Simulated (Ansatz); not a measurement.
LiH$_{21}$O$_{11}$: molecular dynamics (part 3 of 3)

Continued. System: LiH$_{21}$O$_{11}$ (disordered cell, 33 atoms in the cell). Method: DFT PBE, scalar-relativistic, plane waves, PAW, no spin polarisation (Ansatz 0.2.0); cutoff 420 eV, 1×1×1 k-mesh, Fermi–Dirac smearing of 0.05 eV. It belongs to a series of runs on one base structure; here: dynamics from the start.

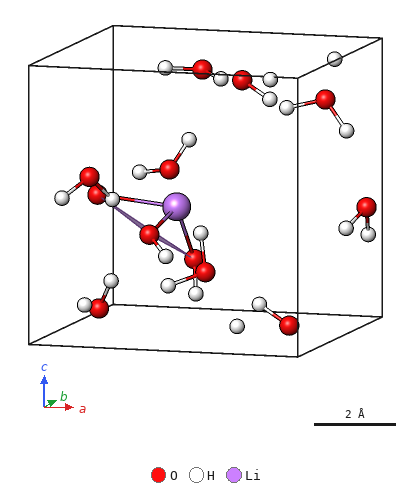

**Figure 1.** The geometry at step 214 of the log (polyhedral view of the cell of the calculation, seen slightly off an axis; polyhedra are completed across the faces of the cell).

**Trajectory as extended XYZ, continued**
```
33
Lattice="7.0068 0.0000 0.0000 0.0000 7.0068 0.0000 0.0000 0.0000 7.0068" Properties=species:S:1:pos:R:3:forces:R:3 step=129 time_fs=96.8 energy=-6785.43490 temperature=264.3
O     2.4341    6.6488    1.2565    0.6033  -0.0420  -0.2020
H     1.5948    6.9552    0.8741   -0.5710   0.3794   0.0166
H     2.8631    6.2120    0.4645   -0.3665  -0.5254   0.2408
O     0.9702    1.7566    3.7968    0.2425  -0.3788   0.1069
H     1.3928    2.4726    3.1816   -0.3712   0.3979  -0.0837
H     0.4347    1.1705    3.2370    0.1332   0.2283   0.0300
O     4.8065    2.9617    6.3559   -0.3878  -0.2512   0.5593
H     5.5878    2.4212    6.1963    0.5977  -0.2565  -0.4961
H     4.5026    2.5583    7.2078   -0.1865   0.1175   0.0089
O     4.3150    1.4530    1.7743   -0.4322  -0.4559   1.5539
H     3.5689    0.7799    1.5655    0.5042   0.6419   0.1797
H     4.2763    1.4627    2.8172   -0.0877  -0.1514  -1.9582
O     2.7974    4.9991    6.1371    0.9016   0.5989  -0.3739
H     3.6256    4.4653    6.0412   -0.6093   0.1012   0.1223
H     2.0644    4.4368    6.4050   -0.3301  -0.4662   0.2020
O     6.9418    5.8268    2.9597    0.0718   0.4289   0.6477
H     6.6243    4.9680    2.6330   -0.0057  -0.3675  -0.2645
H     6.8575    6.3637    2.1414   -0.1765   0.1379  -0.4692
O     7.0145    4.2604    0.7204   -0.0417   0.3037  -0.2638
H     7.7535    3.6871    1.0881   -0.5180   0.0425   0.2702
H     6.2480    3.8216    0.2930    0.6148  -0.1268   0.1701
O     3.5189    1.0153    4.4639    0.3682  -1.4464  -0.7727
H     3.8120    1.8450    4.8096    0.1868   1.3588   0.9150
H     2.5642    1.0958    4.2520   -0.7690   0.4910  -0.0106
O    -0.3347    7.4502    0.6652   -0.5170   0.5851   0.9398
H    -1.2118    7.7266    1.0911    0.6926   0.0876  -0.2263
H    -0.6322    6.9808   -0.1327   -0.3061  -0.5646  -0.5662
O     5.3078    6.2451    5.5061    0.8756  -0.0757  -0.2974
H     5.7917    6.3906    4.6612    0.1331  -0.4190   0.2633
H     4.4705    6.6853    5.3029   -0.6305   0.4016  -0.0440
Li    1.8548    5.4401    2.8420    0.0840  -0.1956  -0.2094
O     1.9518    3.7052    2.3649    0.4728  -0.8716  -0.1251
H     2.7420    3.2330    2.0378   -0.1756   0.2922   0.1366
33
Lattice="7.0068 0.0000 0.0000 0.0000 7.0068 0.0000 0.0000 0.0000 7.0068" Properties=species:S:1:pos:R:3:forces:R:3 step=150 time_fs=112.5 energy=-6785.28482 temperature=233.5
O     2.3683    6.6560    1.2064    0.7711  -0.5942   0.8648
H     1.5779    7.1672    1.0126   -0.8969   0.2147  -0.4994
H     2.5390    5.9813    0.4747    0.0963   0.5667  -0.1276
O     0.9600    1.8222    3.8055    1.5314   1.5915   1.8792
H     1.2617    2.6655    3.2550    0.2710  -0.3675   0.0640
H     0.4761    1.3272    3.2016   -1.6117  -1.6280  -1.7754
O     4.8194    2.9037    6.4427   -0.6123  -0.3612   0.7028
H     5.6062    2.3945    6.1968    0.1115  -0.2716  -0.3304
H     4.5302    2.4624    7.3015    0.1802   0.1811  -0.4806
O     4.2455    1.4451    1.7336   -0.9796  -0.3915   1.5720
H     3.4789    0.7506    1.6026    0.9912   0.6839  -0.2545
H     4.1768    1.6102    2.7463    0.2111  -0.4737  -1.4761
O     2.8215    5.0388    6.1342   -1.1375  -0.2040   0.3838
H     3.5531    4.4079    6.1929    0.7981  -0.1903  -0.0495
H     2.0544    4.5079    6.4603   -0.0528   0.1546  -0.3462
O     6.9896    5.8447    2.9168    0.5675   1.8249   1.7950
H     6.7452    4.9582    2.7883   -0.8814  -2.3401  -0.5702
H     6.7656    6.2803    2.0896   -0.1644   0.4998  -1.0947
O     7.0993    4.2597    0.6112   -0.2731  -0.8642  -0.2806
H     7.7524    3.8135    1.2207    0.4755   0.1747   0.1794
H     6.5114    3.5124    0.3441    0.1419   0.9105  -0.0237
O     3.5358    0.9641    4.4300    0.6056   1.1630   0.5665
H     3.5903    1.7596    5.0219    0.6731  -0.5564  -0.0362
H     2.6085    1.0834    4.1870   -1.5739  -0.1276  -0.5439
O    -0.3672    7.5631    0.6442    0.1478  -0.2375   0.6461
H    -1.2299    7.6494    1.1340    0.1097   0.3361  -0.4256
H    -0.5409    6.9241   -0.0855   -0.4725   0.1277  -0.1688
O     5.3897    6.3408    5.4968    0.8780  -0.5804  -0.1507
H     5.9011    6.1831    4.6781    0.1211   0.0095   0.1734
H     4.5831    6.7489    5.1516   -0.6038   0.4304  -0.0207
Li    1.8029    5.3957    2.9005    0.5202   0.2455  -0.2335
O     1.9069    3.6773    2.3991   -0.6570   0.5686   0.3565
H     2.7327    3.2688    2.1651    0.7146  -0.4948  -0.2953
33
Lattice="7.0068 0.0000 0.0000 0.0000 7.0068 0.0000 0.0000 0.0000 7.0068" Properties=species:S:1:pos:R:3:forces:R:3 step=171 time_fs=128.2 energy=-6785.58510 temperature=272.5
O     2.2708    6.6287    1.2176   -0.4031   0.1978   0.0940
H     1.3800    7.0597    1.0853    0.5151  -0.1442  -0.2071
H     2.4219    6.0557    0.3992    0.1867   0.1391   0.0698
O     0.9607    1.8470    3.8517    0.0834   0.0917  -0.9893
H     1.4035    2.6803    3.2341   -0.4255  -0.6486   0.4363
H     0.4679    1.3600    3.1490    0.3187   0.2626   0.7406
O     4.7799    2.8020    6.5157    0.0563  -0.6332   0.2264
H     5.5536    2.3207    6.1309   -0.5300   0.2519   0.3604
H     4.5536    2.3472    7.3966    0.3703   0.3056  -0.7443
O     4.1893    1.4348    1.7385    0.1106  -0.0001  -0.0524
H     3.5047    0.7479    1.4558    0.0333   0.2282   0.4632
H     4.1757    1.4931    2.7322   -0.3279  -0.3053  -0.2372
O     2.8676    5.0591    6.1455   -1.7228   0.2593  -0.0679
H     3.6205    4.5279    6.4213    0.5423  -0.6920  -0.0522
H     2.0341    4.5167    6.2632    0.8207   0.2375  -0.0122
O     6.9875    5.8615    2.9055   -0.0240  -2.0867   0.8067
H     6.7971    4.8882    2.7033    0.2005   1.4718   0.1460
H     6.8554    6.2708    2.0382   -0.3574   0.4343  -0.7995
O     7.2155    4.2474    0.4896    0.1218   0.8422  -0.5403
H     7.8907    3.9137    1.1354    0.1018  -0.6166   0.3809
H     6.5652    3.5687    0.2722   -0.0947  -0.2230   0.0354
O     3.4768    0.9719    4.3723    1.3596   0.7089   1.7005
H     3.6735    1.4864    5.2346   -0.3064  -0.5265  -1.5663
H     2.5263    1.1484    4.2178   -1.2128   0.3312  -0.1586
O    -0.4071    7.6130    0.6526   -0.5184   0.0617   0.6403
H    -1.2410    7.8856    1.1371    0.5167  -0.0124   0.0055
H    -0.8046    7.1326   -0.1157    0.2884  -0.3500  -0.4703
O     5.4846    6.4010    5.4715    1.0272  -0.6073   0.9416
H     6.0411    6.1141    4.7297    0.1000   0.1581  -0.2388
H     4.7271    6.8345    5.0904   -1.0769   0.3894  -0.7598
Li    2.0102    5.4158    2.8969   -0.1849   0.1237  -0.2058
O     1.8836    3.6288    2.4030    1.0043   0.2753  -0.1685
H     2.7241    3.2483    2.0616   -0.5732   0.0755   0.2230
33
Lattice="7.0068 0.0000 0.0000 0.0000 7.0068 0.0000 0.0000 0.0000 7.0068" Properties=species:S:1:pos:R:3:forces:R:3 step=193 time_fs=144.8 energy=-6785.54242 temperature=215.6
O     2.2296    6.5948    1.2847   -0.8244   1.0467  -0.6733
H     1.3562    7.0371    0.9904    1.1166  -0.4986   0.5225
H     2.5309    6.1217    0.4517   -0.0147  -0.3743  -0.0480
O     0.9833    1.8538    3.9206   -0.8668  -0.0573  -1.4919
H     1.3176    2.6257    3.2337    0.1554  -0.3855   0.5665
H     0.4028    1.2961    3.3265    0.7919   0.6031   0.9958
O     4.7416    2.6946    6.5064   -0.6000  -0.0532   0.5925
H     5.4992    2.2713    6.0938    0.5124  -0.2103  -0.3307
H     4.6204    2.2071    7.3746   -0.0025   0.5658  -0.4355
O     4.1545    1.4386    1.8053    0.0181  -0.4463  -1.5866
H     3.5215    0.7393    1.4475    0.0157   0.3935   0.3637
H     4.0773    1.3204    2.7578   -0.1994   0.1494   1.4914
O     2.8829    5.0925    6.2162   -0.0469  -0.1606  -0.1128
H     3.6024    4.4682    6.4531   -0.1197  -0.0376  -0.2663
H     2.0485    4.5654    6.2445    0.1090   0.0790   0.2210
O     6.9702    5.8888    2.9193   -0.4306  -2.3643   0.1061
H     6.7126    4.9537    2.5972    0.5866   1.5122   0.7316
H     6.8223    6.3508    2.0812   -0.1315   0.6789  -0.7111
O     7.3606    4.2455    0.4060   -0.1420   1.1269  -0.8538
H     7.9473    3.8773    1.1041    0.4493  -0.6641   0.7362
H     6.6768    3.6315    0.1311   -0.2533  -0.4569   0.0539
O     3.4121    1.0342    4.3902    0.7454  -0.5390   0.2110
H     3.7183    1.4222    5.2338   -0.0409   0.2855  -0.1795
H     2.4471    1.2590    4.3181   -0.5851   0.2075  -0.1801
O    -0.4550    7.6359    0.6605    1.4325   0.4657   1.4852
H    -1.2007    7.9576    1.2045   -0.3962  -0.0486  -0.0485
H    -0.7967    7.2712   -0.1614   -0.6428  -0.7266  -1.0109
O     5.5999    6.5112    5.4896   -0.1916  -0.2172  -0.5876
H     6.2030    6.2507    4.7686    0.3282  -0.0150  -0.0428
H     4.7674    6.6323    4.9880   -0.2231   0.2097   0.3499
Li    2.1927    5.3784    2.8138   -0.5164   0.1829  -0.0351
O     1.9678    3.6475    2.3841    0.6256  -0.4326  -0.3208
H     2.7349    3.1742    1.9782   -0.6590   0.1813   0.4880
33
Lattice="7.0068 0.0000 0.0000 0.0000 7.0068 0.0000 0.0000 0.0000 7.0068" Properties=species:S:1:pos:R:3:forces:R:3 step=214 time_fs=160.5 energy=-6785.47162 temperature=179.6
O     2.2457    6.5843    1.3022   -0.1083   0.5364  -0.2985
H     1.4310    7.0829    1.0453    0.1218  -0.3398  -0.0485
H     2.4798    5.9684    0.5273    0.2338   0.4261   0.1577
O     0.9800    1.9175    3.9798   -0.0917   0.2255   0.2304
H     1.3490    2.6467    3.3233   -0.3633  -0.2335  -0.3920
H     0.4837    1.2167    3.5234    0.1348   0.4627  -0.1498
O     4.7179    2.6804    6.4678    0.4279   0.4346  -1.2227
H     5.5455    2.3380    6.0736   -0.2617   0.0090  -0.0834
H     4.7105    2.2816    7.3454   -0.3809  -0.2624   0.9929
O     4.1643    1.3834    1.8045   -0.4564  -0.1368  -0.8260
H     3.3761    0.8160    1.5101    0.7309   0.0447   0.1885
H     4.0220    1.4522    2.7701    0.0375  -0.1216   0.6911
O     2.9243    5.0938    6.3082    1.7914   0.1628  -0.6971
H     3.6238    4.3970    6.2066   -0.2441   0.3710   0.3682
H     2.1123    4.6033    6.3843   -1.6871  -0.9203   0.1097
O     6.9423    5.9125    2.9131    0.1200  -0.1672   0.1146
H     6.6693    5.0826    2.4894    0.0514  -0.4784   0.1924
H     6.8021    6.4987    2.1362    0.0353   0.4711  -0.2206
O     7.5014    4.2523    0.3176   -1.3886  -0.9615  -1.0223
H     7.9556    3.8057    1.0919    0.4504  -0.0255   0.3878
H     6.8427    3.5826   -0.0443    0.9907   1.1334   0.5761
O     3.3501    1.0088    4.4036    0.0405  -1.5213  -1.7771
H     3.6936    1.5331    5.0917    1.0460   1.3323   1.8931
H     2.4515    1.3885    4.2404   -0.8354  -0.0471   0.1044
O    -0.4203    7.6382    0.6799    0.5724  -0.1162   0.4857
H    -1.2550    7.8205    1.1485   -0.4955   0.3673   0.5093
H    -0.7469    7.1062   -0.0838    0.0911  -0.2791  -0.6072
O     5.6688    6.5525    5.4705   -0.8717  -0.1559   0.0648
H     6.2953    6.3170    4.7463   -1.0065  -0.0556  -0.1090
H     4.6915    6.4631    5.2307    1.6937   0.1480  -0.1828
Li    2.1513    5.4220    2.7796   -0.4053  -0.3091   0.0508
O     1.9999    3.6381    2.3260   -0.3810   0.0586   0.5276
H     2.6162    3.0370    1.8936    0.4080  -0.0525  -0.0080
33
Lattice="7.0068 0.0000 0.0000 0.0000 7.0068 0.0000 0.0000 0.0000 7.0068" Properties=species:S:1:pos:R:3:forces:R:3 step=236 time_fs=177.0 energy=-6785.67838 temperature=220.8
O     2.2578    6.6654    1.3251    0.9165  -1.1136  -1.3434
H     1.3944    6.9966    1.0071   -0.2162   0.3005  -0.0096
H     2.6321    6.1154    0.5072   -0.4655   0.4420   0.9486
O     0.9654    1.9916    4.0237   -0.0430   0.7712   1.1191
H     1.2810    2.6342    3.3028    0.4248   0.3363  -0.3357
H     0.6065    1.2675    3.5428   -0.7667  -1.1255  -0.6625
O     4.6987    2.6948    6.3800   -0.1533   0.2142  -0.3283
H     5.5425    2.2857    6.1224    0.0084  -0.0658   0.1123
H     4.4864    2.3621    7.2794    0.1190  -0.2207   0.1400
O     4.1535    1.3950    1.7862    0.1599  -0.1852  -0.2556
H     3.4689    0.6906    1.5950   -0.1348   0.1561  -0.5840
H     4.0060    1.3995    2.7542    0.1296   0.3529   0.8740
O     3.0000    5.0249    6.2896    0.5813   1.1445  -0.1452
H     3.7292    4.3850    6.3328    0.1509  -0.4089   0.0031
H     2.1563    4.5487    6.3576   -0.7732  -0.4990   0.1560
O     6.9674    5.9329    2.8967    0.2101   0.4077   0.7820
H     6.7196    5.1155    2.4507   -0.2509  -0.3667  -0.4170
H     6.7650    6.6516    2.2414    0.0564  -0.4805  -0.3591
O     7.6093    4.2546    0.2352    0.8135   0.9369   0.3630
H     8.1789    3.9202    1.0403   -0.3692  -0.1961  -0.0219
H     7.0561    3.5344   -0.0319   -0.6261  -0.8575  -0.2880
O     3.3041    0.9553    4.4016    1.0909   0.0195   0.3463
H     3.7923    1.5431    5.0328   -0.3212  -0.2728  -0.1947
H     2.3745    1.3069    4.4178   -0.2951   0.2812  -0.1434
O    -0.3987    7.6173    0.7316    0.7051  -0.0081   0.3518
H    -1.2308    7.8771    1.1762   -0.5658   0.2218   0.0046
H    -0.6514    7.0995   -0.0761   -0.1677  -0.0380  -0.0449
O     5.7389    6.5782    5.4938    0.7794  -0.3357  -0.9175
H     6.0783    6.3029    4.6100    0.7581   0.0632   0.3032
H     4.8145    6.4990    5.2877   -1.6630   0.1714   0.3403
Li    2.0109    5.3488    2.7370   -0.1786  -0.0425   0.0393
O     1.9705    3.5625    2.2886   -0.6430   0.9556   0.2659
H     2.6467    3.0586    1.8460    0.7296  -0.5585  -0.0988
33
Lattice="7.0068 0.0000 0.0000 0.0000 7.0068 0.0000 0.0000 0.0000 7.0068" Properties=species:S:1:pos:R:3:forces:R:3 step=257 time_fs=192.8 energy=-6785.44232 temperature=172.2
O     2.2159    6.6915    1.2748    1.7495  -1.2065  -0.8614
H     1.3971    7.0042    0.8746   -0.7374   0.5311  -0.1438
H     2.6607    6.1553    0.5115   -0.5624   0.2463   0.7219
O     0.9380    2.0440    4.0750    0.2811   0.3636   1.0593
H     1.4276    2.6139    3.3931   -0.3018   0.2328  -0.3764
H     0.5491    1.3388    3.5729   -0.5484  -0.6744  -0.5356
O     4.7083    2.6847    6.3348    0.2223  -0.4032   0.2052
H     5.5731    2.2331    6.2468   -0.1152   0.1975  -0.2122
H     4.4132    2.3822    7.2257   -0.0311  -0.0866   0.0540
O     4.1768    1.3968    1.8427    0.4554   0.2768  -1.1867
H     3.5212    0.7503    1.4640   -0.1962   0.1244   0.2540
H     3.9087    1.4237    2.7772   -0.1101  -0.2166   0.9766
O     3.0605    4.9697    6.2438    0.4924   0.6902   0.1156
H     3.6549    4.2599    6.5475    0.2390   0.0306  -0.3428
H     2.1604    4.6055    6.3750   -0.7336  -0.2567   0.0310
O     7.0004    5.9847    2.9087   -0.2299  -0.2726  -0.6158
H     6.7464    5.1472    2.4794   -0.1736  -0.4273   0.2920
H     6.8190    6.5647    2.0960    0.1474   0.2277   0.3881
O     7.6881    4.2594    0.2043   -0.4775  -1.0350  -0.0509
H     8.2878    3.8829    0.9791   -0.3265   0.1236   0.1539
H     7.1395    3.4590    0.0096    0.4312   0.8876  -0.1274
O     3.3281    0.9026    4.4508    1.9104   0.9917   0.8441
H     3.8709    1.6051    4.9816   -1.2483  -1.2683  -0.7272
H     2.3912    1.1796    4.5446   -0.4529   0.5090  -0.0537
O    -0.3736    7.5736    0.7696   -0.4851   0.4231   0.4867
H    -1.1646    8.0185    1.2031    0.3275  -0.4829  -0.2947
H    -0.6981    7.0980   -0.0478    0.0316  -0.0158  -0.0969
O     5.7930    6.5921    5.4603   -0.4680   0.8484   1.8493
H     6.1354    6.2055    4.6681    0.3212  -0.5576  -1.3720
H     4.8218    6.5620    5.4764   -0.1287  -0.2440  -0.5673
Li    1.8516    5.3036    2.7709    0.1522   0.3090  -0.1095
O     1.9327    3.5507    2.2502    0.1420   0.4180   0.3466
H     2.7811    3.1506    2.0456    0.4233  -0.2836  -0.1041
33
Lattice="7.0068 0.0000 0.0000 0.0000 7.0068 0.0000 0.0000 0.0000 7.0068" Properties=species:S:1:pos:R:3:forces:R:3 step=279 time_fs=209.2 energy=-6785.62934 temperature=247.9
O     2.1909    6.6435    1.1769    1.0490  -0.6899  -0.5091
H     1.3848    7.0942    0.8484    0.1053  -0.0333  -0.0897
H     2.5420    6.0152    0.4377   -0.1941   0.9060   0.7625
O     0.9204    2.0634    4.1354   -0.4181  -0.4284  -0.6254
H     1.2634    2.6982    3.3798   -0.0576  -0.1531   0.0714
H     0.3190    1.4303    3.6672    0.5622   0.5803   0.5115
O     4.6809    2.6347    6.3514   -0.8002   0.1322   0.6000
H     5.4926    2.1380    6.2447    0.7844  -0.3538  -0.3322
H     4.4024    2.4013    7.2738    0.0754   0.0780  -0.2433
O     4.2101    1.4274    1.9103   -0.5995  -0.7529   0.3335
H     3.4888    0.8356    1.5233    0.3115   0.2172  -0.0179
H     4.0661    1.1699    2.8842    0.2063   0.5311  -0.3618
O     3.1228    4.9813    6.2104   -0.6914   0.2754  -0.0437
H     3.6911    4.1900    6.2767    0.0902   0.0951   0.0004
H     2.1787    4.6589    6.3796    0.3854  -0.2654  -0.1927
O     6.9891    6.0413    2.8631    0.2550   0.6165   0.0672
H     6.7348    5.1470    2.6519   -0.6191  -0.9164  -0.2504
H     6.8760    6.5484    1.9672   -0.1774  -0.2052   0.6109
O     7.7603    4.2280    0.1716   -1.1610  -0.0208  -1.4441
H     8.2000    3.8289    0.9691    0.6084  -0.5040   0.8957
H     7.2297    3.5117   -0.2396    0.3798   0.5245   0.1398
O     3.3604    0.8635    4.5263    0.1766   1.7677   0.5374
H     3.7662    1.6160    5.0979   -0.4175  -1.3226  -0.7046
H     2.4346    1.2597    4.3878    0.1731  -0.4128   0.0353
O    -0.3491    7.5359    0.7878   -0.9966  -0.2193  -0.9374
H    -1.1604    7.9854    1.1498    0.1382  -0.1730   0.2633
H    -0.7183    7.0460   -0.0447    0.5800   0.3665   0.5257
O     5.7624    6.6005    5.4635   -1.8787  -0.0700  -0.1826
H     6.2086    6.3157    4.6383   -0.1146   0.1335   0.0111
H     4.7504    6.5631    5.2837    1.8211   0.0327   0.2239
Li    1.7901    5.3473    2.7853    0.3835   0.2698  -0.2856
O     1.9166    3.5880    2.2774    0.3516  -0.0474   0.7632
H     2.7915    3.1547    2.2441   -0.3113   0.0421  -0.1322
33
Lattice="7.0068 0.0000 0.0000 0.0000 7.0068 0.0000 0.0000 0.0000 7.0068" Properties=species:S:1:pos:R:3:forces:R:3 step=300 time_fs=225.0 energy=-6785.47682 temperature=233.3
O     2.2311    6.6248    1.0967   -0.2415   0.7189  -0.0859
H     1.4061    7.1043    0.7930    0.7242  -0.3641   0.3278
H     2.5424    6.0717    0.3362    0.2478  -0.1641  -0.0637
O     0.8947    2.0926    4.1805   -0.1270   0.5301  -0.5484
H     1.0928    2.8153    3.4124    0.4918  -0.6797   0.3462
H     0.1127    1.5919    3.8910    0.1935   0.1061  -0.0387
O     4.6653    2.5668    6.3954    0.1102  -0.0815  -0.2349
H     5.4762    2.0732    6.1554   -0.1327   0.1724   0.3299
H     4.5240    2.4207    7.3607    0.1016  -0.0802  -0.2194
O     4.1923    1.4329    1.9481    0.7198  -0.5152   0.9336
H     3.6321    0.7136    1.5343   -0.2236   0.3266   0.5352
H     4.2686    1.2200    2.9581   -0.8005   0.2156  -1.5026
O     3.1712    4.9810    6.1563   -0.5753  -0.0799  -0.5643
H     3.8352    4.2705    5.9852   -0.5606   0.1822   0.3792
H     2.2295    4.5869    6.1651    1.0831   0.0203   0.2680
O     7.0130    6.0079    2.8594   -0.9729  -1.2227   0.4124
H     6.4565    5.1805    2.6948    1.0169   1.4119   0.1403
H     6.8400    6.6143    2.0664   -0.0711  -0.4430  -0.1849
O     7.8081    4.1982    0.0869   -0.4204   1.2878  -1.0725
H     8.2845    3.8222    0.8615    0.3587  -0.7165   1.0426
H     7.4354    3.5303   -0.4840   -0.1893  -0.7429  -0.1522
O     3.3937    0.8519    4.5491   -0.3304   0.0496  -0.8235
H     3.7483    1.5023    5.1977   -0.4254   0.1578   0.1211
H     2.4833    1.1788    4.2422    0.5798   0.0853   0.7297
O    -0.4223    7.5087    0.7920    0.0013  -0.3894  -0.7869
H    -1.2299    7.8771    1.2330   -0.1534   0.0952  -0.3381
H    -0.7030    7.0333   -0.0903   -0.0946   0.6233   1.1341
O     5.7021    6.6347    5.4912   -0.0641  -0.0079  -1.1892
H     6.2606    6.6115    4.6696   -0.2413  -0.2645   0.4840
H     4.7681    6.6386    5.1439    0.3956   0.0165   0.4965
Li    1.8951    5.5129    2.6876   -0.1326  -0.4825  -0.2451
O     1.9155    3.6513    2.3555    0.2036   0.0961   0.4224
H     2.7503    3.1390    2.3344   -0.4713   0.1383  -0.0529
```
